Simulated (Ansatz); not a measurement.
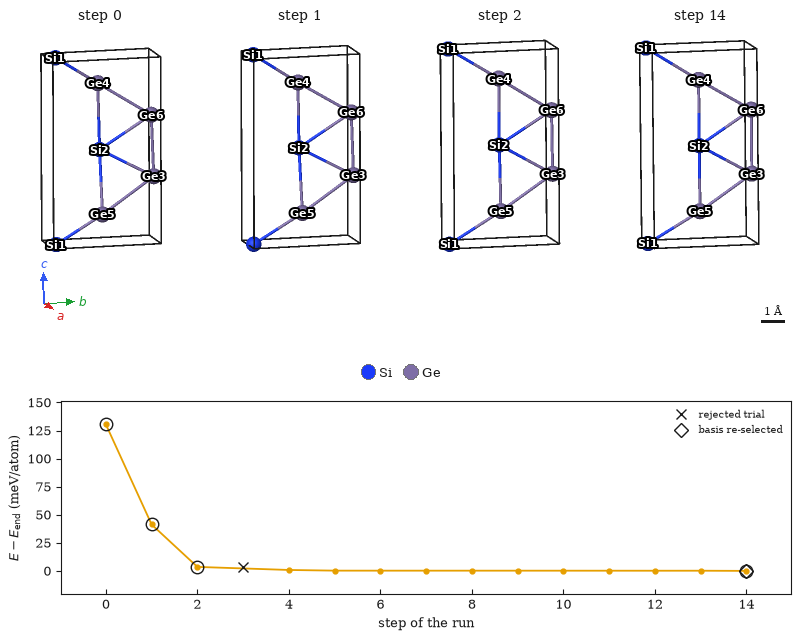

Frames of a relaxation of solid SiGe2 (a generated structure, set up in P1) (coarse preliminary run), marked on the history of the run. The picture is a ball-and-stick view of the cell of the calculation, seen slightly off an axis.

Level of theory: Ansatz, DFT PBE, scalar-relativistic, plane waves, PAW. Set-up: plane-wave cutoff 420 eV; k-point mesh 8 × 4 × 4; occupations gaussian; smearing width 0.2 eV; no spin polarisation; cell and atoms relaxed; force threshold 0.025 eV/Å; at most 60 steps.

Describe the path.

Answer. Over 12 accepted moves (14 points after the start) the energy falls by 130 meV per atom. The largest force component goes from 2.6 to 0.009 eV/Å. The pressure goes from 5.33 to 0.04 GPa. The line search rejected the trial step at point 3 of the run. The SCF was repeated once at an unchanged geometry on a basis and grid sized afresh for the cell, which shifted the energy by 0.2 meV per atom at most. Si1 moves most relative to the cell: 0.38 Å roughly along [−1 −1 0]. Largest moves by element: Si 0.38 Å, Ge 0.23 Å. Cell: a 2.629 → 2.647 Å (+0.7 %), b 4.841 → 4.692 Å (−3.1 %), c 8.259 → 8.657 Å (+4.8 %), α 89.0° → 90.0°, β 91.1° → 90.0°, γ 91.2° → 90.0°. Volume +2.3 %. Near-neighbour distances that change, for instance: Si1–Ge4 2.299 → 2.785 Å, Si1–Ge4 (another image) 3.180 → 2.785 Å, Ge4–Ge5 2.488 → 2.838 Å, Si1–Ge5 2.999 → 2.700 Å. Among the angles between lasting bonds that change: Ge3–Si2–Ge6 161.8° → 177.0°, Si2–Ge6–Ge4 165.3° → 178.4°, Si2–Ge6–Ge6 81.0° → 90.0°. The space group (tolerance 0.01 Å) goes from P1 (No. 1) to Pmma (No. 51). The run took 7 min on 1 thread of Arm Neoverse V1, with other jobs on the host, peak memory 0.47 GiB. From step 0 to 1: Si2 moves most (0.20 Å), volume +1.3 %, energy −89.2 meV per atom. From step 1 to 2: Si1 moves most (0.20 Å), volume +1.1 %, energy −37.8 meV per atom. From step 2 to 14: Ge4 moves most (0.07 Å), volume −0.1 %, energy −3.6 meV per atom.

| step | E − E(0), meV/atom | largest force component, eV/Å | pressure, GPa | volume, Å³/atom | note |
| --- | --- | --- | --- | --- | --- |
| 0 | 0.00 | 2.5701 | 5.33 | 17.509 |  |
| 1 | -89.16 | 1.1344 | 1.91 | 17.740 |  |
| 2 | -126.93 | 0.2519 | 0.00 | 17.933 |  |
| 3 | -126.62 | 0.0789 | 0.08 | 18.009 | rejected |
| 4 | -129.66 | 0.0464 | 0.10 | 17.933 |  |
| 5 | -130.25 | 0.0047 | 0.12 | 17.888 |  |
| 6 | -130.27 | 0.0083 | 0.01 | 17.911 |  |
| 7 | -130.28 | 0.0049 | 0.00 | 17.914 |  |
| 8 | -130.28 | 0.0037 | -0.01 | 17.914 |  |
| 9 | -130.28 | 0.0067 | -0.01 | 17.913 |  |
| 10 | -130.30 | 0.0211 | 0.02 | 17.904 |  |
| 11 | -130.31 | 0.0133 | 0.00 | 17.909 |  |
| 12 | -130.33 | 0.0101 | 0.00 | 17.912 |  |
| 13 | -130.32 | 0.0090 | 0.02 | 17.914 |  |
| 14 | -130.48 | 0.0090 | 0.04 | 17.914 | same geometry, new basis |
